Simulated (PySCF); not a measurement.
# WFCl: triplet, from a bent start

Where does triplet WFCl go from a bent start, is the end point a minimum, and what are its modes, charges and moments?

Method: PBE0, basis W def2-TZVP with ECP60, F def2-TZVP, Cl def2-TZVP, scalar-relativistic core potentials, no spin–orbit coupling, density fitting; program: PySCF 2.14.0.

### 1 Starting geometry

3 atoms, charge 0, spin multiplicity 3.

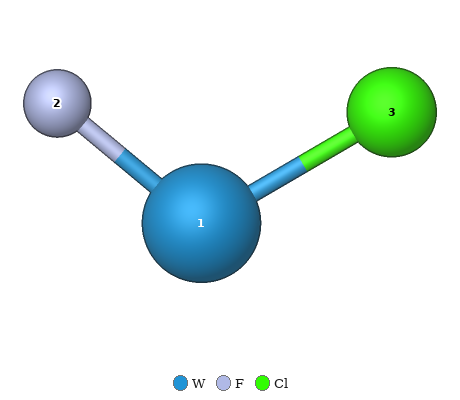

Start geometry, drawn with tungsten blue, fluorine light blue, chlorine green; atoms are numbered from 1 in the order of the file.

Z-matrix (Å, degrees; charge 0 multiplicity 3):
```
W
F  1 2.0100
Cl 1 2.3600 2 110.00
```

### 2 Finding the electronic state

The steps below are one call of a driver around PySCF. For each, scf.py gives the equivalent set-up of the SCF; relaxations use the driver's own optimiser. After this first run the driver tries any further starts and a stability analysis.

Input file scf.py:

```python
from pyscf import gto, scf, dft
mol = gto.M(atom='''
W      0.000000     0.000000     0.000000
F     -1.646500     0.000000     1.152900
Cl     1.933200     0.000000     1.353600''',
    basis={'W': 'def2-TZVP', 'F': 'def2-TZVP', 'Cl': 'def2-TZVP'},
    ecp={'W': 'def2-TZVP'},
    charge=0, spin=2)
mf = dft.UKS(mol, xc='PBE0')
mf.grids.atom_grid = (50, 194)
aux = {'W': 'def2-universal-JKFIT', 'F': 'def2-universal-JKFIT', 'Cl': 'def2-universal-JKFIT'}
mf = mf.density_fit(auxbasis=aux)
mf.conv_tol = 1e-08
mf.diis_space = 10
mf.max_cycle = 60
mf.init_guess = 'minao'
mf.verbose = 4
mf.kernel()
```

Command:

```sh
> OMP_NUM_THREADS=4 python axn.py task.json out
```

Log:

```text
init E= -607.957014951146
[... the frontier-level lines of each cycle are left out ...]
cycle= 1 E= -626.717827049097  delta_E= -18.8  |g|= 0.633  |ddm|= 4.86
cycle= 2 E= -623.021933880238  delta_E=  3.7  |g|= 3.24  |ddm|= 1.81
cycle= 3 E= -626.857212485155  delta_E= -3.84  |g|= 0.257  |ddm|= 1.34
cycle= 4 E= -626.876962645866  delta_E= -0.0198  |g|= 0.183  |ddm|= 0.333
cycle= 5 E= -626.891569825097  delta_E= -0.0146  |g|= 0.0307  |ddm|= 0.153
cycle= 6 E= -626.892240257107  delta_E= -0.00067  |g|= 0.0187  |ddm|= 0.0586
cycle= 7 E= -626.892573462497  delta_E= -0.000333  |g|= 0.0051  |ddm|= 0.0308
cycle= 8 E= -626.892729387514  delta_E= -0.000156  |g|= 0.00366  |ddm|= 0.0275
cycle= 9 E= -626.892880101064  delta_E= -0.000151  |g|= 0.00244  |ddm|= 0.0379
cycle= 10 E= -626.892953493132  delta_E= -7.34e-05  |g|= 0.00141  |ddm|= 0.0311
cycle= 11 E= -626.892981899036  delta_E= -2.84e-05  |g|= 0.001  |ddm|= 0.0188
cycle= 12 E= -626.892994172195  delta_E= -1.23e-05  |g|= 0.000929  |ddm|= 0.00867
cycle= 13 E= -626.893007857652  delta_E= -1.37e-05  |g|= 0.000811  |ddm|= 0.00983
cycle= 14 E= -626.893037910356  delta_E= -3.01e-05  |g|= 0.00065  |ddm|= 0.0251
cycle= 15 E= -626.893059200664  delta_E= -2.13e-05  |g|= 0.000523  |ddm|= 0.0227
cycle= 16 E= -626.893074678655  delta_E= -1.55e-05  |g|= 0.000394  |ddm|= 0.0231
cycle= 17 E= -626.893082152134  delta_E= -7.47e-06  |g|= 0.000182  |ddm|= 0.0207
cycle= 18 E= -626.893083131038  delta_E= -9.79e-07  |g|= 0.000108  |ddm|= 0.00745
cycle= 19 E= -626.893083197329  delta_E= -6.63e-08  |g|= 7.5e-05  |ddm|= 0.000895
cycle= 20 E= -626.893083257729  delta_E= -6.04e-08  |g|= 3.69e-05  |ddm|= 0.00126
cycle= 21 E= -626.893083280469  delta_E= -2.27e-08  |g|= 2.23e-05  |ddm|= 0.00115
cycle= 22 E= -626.893083285977  delta_E= -5.51e-09  |g|= 1.76e-05  |ddm|= 0.000511
Extra cycle  E= -626.893083287558  delta_E= -1.58e-09  |g|= 1.91e-05  |ddm|= 9.24e-05
converged SCF energy = -626.893083287558  <S^2> = 2.0575593  2S+1 = 3.0381305
```

This step, with its further starts and checks, needed 18 s of wall time on 4 threads of Arm Neoverse V1, shared host.

The starts that the driver tried:

```tsv
start	energy (Eh)
the minimal-basis guess	-626.893083
a thermally smeared density	-626.893083
a smeared PBE density	-626.900816
```

The first run landed in a state that is too high. Following the other starts and the instabilities gains 36.5 kJ/mol (-626.90698 Eh), and the work goes on from there.

### 3 Relaxing the triplet from the bent start

The program finds Cs symmetry in the start, which this walk keeps.

scf.py, as its differences from that of step 2:

```diff
@@ -3,3 +3,3 @@
-W      0.000000     0.000000     0.000000
-F     -1.646500     0.000000     1.152900
-Cl     1.933200     0.000000     1.353600''',
+W     -0.152661     0.000000    -0.291012
+F     -1.799161     0.000000     0.861888
+Cl     1.780539     0.000000     1.062588''',
@@ -16 +15,0 @@
-mf.init_guess = 'minao'
```

Energy and gradient, step by step:

```tsv
step	energy (Eh)	change (kJ/mol)	largest symmetric gradient (Eh/bohr)
0	-626.906981	0.00	0.07407
1	-626.928887	-57.51	0.03352
2	-626.936492	-77.48	0.01286
3	-626.940803	-88.80	0.01939
4	-626.942588	-93.49	0.01553
5	-626.944229	-97.79	0.00576
6	-626.944390	-98.22	0.00185
7	-626.944445	-98.36	0.00278
8	-626.944483	-98.46	0.00267
9	-626.944525	-98.57	0.00121
10	-626.944543	-98.62	0.00071
11	-626.944552	-98.64	0.00045
12	-626.944556	-98.65	0.00007
```

The walk took 32 s.

Positions (Å) and forces (eV/Å) along the way:

```
step 0
W   -0.153   0.000  -0.291  -1.135  -0.001   3.809
F   -1.799   0.000   0.862   2.425   0.000  -2.350
Cl   1.781   0.000   1.063  -1.290   0.001  -1.458
step 1
W   -0.169   0.000  -0.162  -0.172  -0.001   1.724
F   -1.781   0.000   0.787   0.635   0.000  -0.962
Cl   1.778   0.000   1.008  -0.464   0.001  -0.762
step 6
W   -0.170   0.000   0.380  -0.095   0.000   0.047
F   -1.998   0.000   0.480   0.054   0.000  -0.029
Cl   1.997   0.000   0.773   0.041   0.000  -0.018
step 12
W   -0.181   0.000   0.530   0.002   0.000   0.001
F   -2.007   0.000   0.397   0.002   0.000  -0.002
Cl   2.017   0.000   0.707  -0.004   0.000   0.001
```

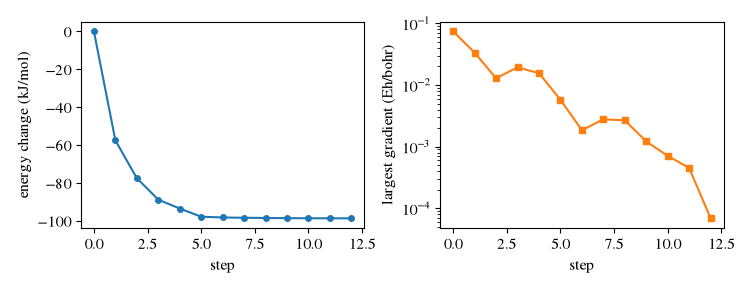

How energy and gradient fall.

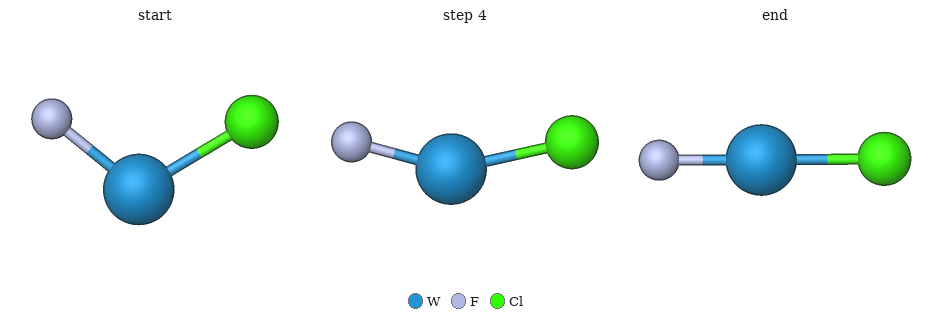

The geometry along the walk, at one scale.

End point (C∞v, 12 steps, 98.7 kJ/mol gained): W–Cl 2.206 Å, W–F 1.831 Å; Cl–W–F 179.5°.

### 4 Vibrations and properties at this point

The point is checked on the finer grid, and tightened if its gradient asks for it. The Hessian and the dipole derivatives come from central differences of analytic gradients, with steps of 0.02 bohr.

scf.py, as its differences from that of step 3:

```diff
@@ -3,3 +3,3 @@
-W     -0.152661     0.000000    -0.291012
-F     -1.799161     0.000000     0.861888
-Cl     1.780539     0.000000     1.062588''',
+W     -0.177384     0.000000    -0.013677
+F     -2.003024     0.000000    -0.154441
+Cl     2.021755    -0.000000     0.155885''',
@@ -10 +10 @@
-mf.grids.atom_grid = (50, 194)
+mf.grids.atom_grid = (75, 302)
@@ -13 +13 @@
-mf.conv_tol = 1e-08
+mf.conv_tol = 1e-10
```

The driver hands on the density of the step before, so the log starts near convergence.

Log of the central SCF (cycles and frontier levels):

```text
init E= -626.944557410684
[... the frontier-level lines of each cycle are left out ...]
cycle= 1 E= -626.944557410675  delta_E= 8.64e-12  |g|= 5.91e-06  |ddm|= 7.34e-06
Extra cycle  E= -626.944557410631  delta_E= 4.35e-11  |g|= 1.21e-05  |ddm|= 1.39e-05
converged SCF energy = -626.944557410631  <S^2> = 2.0153001  2S+1 = 3.0101828
```

The whole step took 30 s.

Geometry: C∞v; W–Cl 2.206 Å, W–F 1.831 Å; Cl–W–F 180.0°.

Modes, for the most abundant isotopes:

```
symmetry  ω (cm⁻¹)  IR (km/mol)     type
       π        27          1.0     bend
      σ+       433         50.5  stretch
      σ+       713          122  stretch
```

No imaginary mode, so this is a minimum.

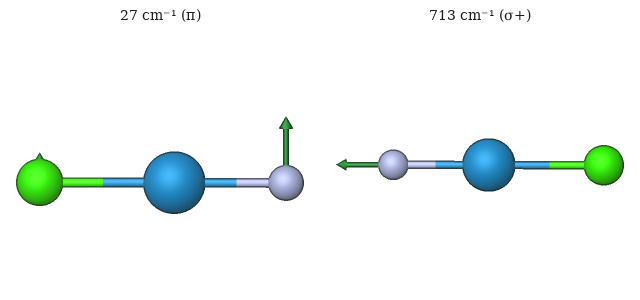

Displacements of 2 of the modes, as arrows (one member where a mode is degenerate).

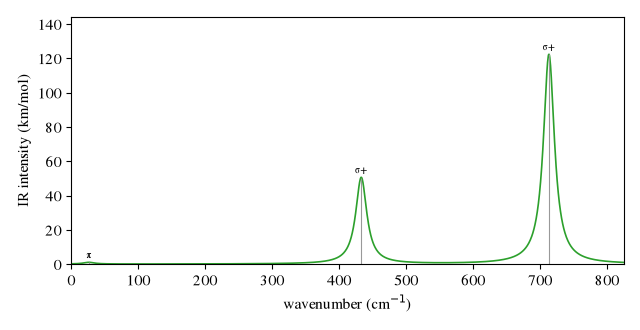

The harmonic infrared spectrum (widths in cm⁻¹). Lines are broadened to a width of 20 cm⁻¹ (Lorentzian).

Properties at this point:

| Property | Result |
| --- | --- |
| Dipole moment | 0.71 D |
| Highest occupied level | -5.88 eV |
| Lowest empty level | -3.48 eV |
| Rotational constants | 0.0745 cm⁻¹ |
| Zero-point energy | 7.2 kJ/mol |
| Principal polarisabilities | 57.1, 57.1, 65.7 bohr³ |
| Atomisation energy without zero-point energy | 948 kJ/mol |
| Principal traceless quadrupole moments about the centre of mass | -2.10, 1.05, 1.05 D Å |
| Entropy at 298.15 K and 1 bar (electronic part: spin only) | 316.0 J/(mol K) |
| Heat capacity Cp at 298.15 K | 54.9 J/(mol K) |
| Enthalpy at 298.15 K above 0 K | 14.34 kJ/mol |
| Rotational symmetry number | 1 |
| Spin squared ⟨S²⟩ | 2.015 |

Populations by atom (charges in e):

```json
{"atom": "W1", "Mulliken": "0.63", "Löwdin": "0.09", "polar tensor": "0.93", "spin (Mulliken)": "2.12", "Mayer order to W1": "–"}
{"atom": "F2", "Mulliken": "-0.37", "Löwdin": "-0.22", "polar tensor": "-0.54", "spin (Mulliken)": "-0.04", "Mayer order to W1": "1.07"}
{"atom": "Cl3", "Mulliken": "-0.26", "Löwdin": "0.13", "polar tensor": "-0.39", "spin (Mulliken)": "-0.08", "Mayer order to W1": "1.32"}
```

Mulliken populations on W1 (outside its core potential): s 3.37, p 6.22, d 3.71, f 0.08.

### 5 Results

| quantity | value |
| --- | --- |
| minimum | triplet, C∞v |
| geometry | W–Cl 2.206 Å, W–F 1.831 Å; Cl–W–F 180.0° |
| wavenumbers (cm⁻¹) | 27 (π), 433 (σ+), 713 (σ+) |
| dipole moment | 0.71 D |
| highest occupied, lowest empty level (either spin) | -5.88, -3.48 eV |
| polar-tensor charge of W1 | +0.93 e |
| zero-point energy | 7.2 kJ/mol |
| entropy at 298.15 K | 316.0 J/(mol K) |
| atomisation energy (no zero-point energy) | 948 kJ/mol |
| ⟨S²⟩ | 2.015 |

What this shows: From Cs at the start the molecule goes to a C∞v minimum. In the infrared the band at 713 cm⁻¹ (σ+, stretch) leads. Most of the spin sits on W1 (Mulliken spin 2.12, against 2 for the whole molecule). The first SCF alone would have been 36 kJ/mol too high. Other starts or spin states, not run here, may lie lower. One determinant may miss the lowest occupation of an open d or f shell. With an element this heavy the missing spin–orbit coupling can shift these numbers.

The search up to here took 80 s.
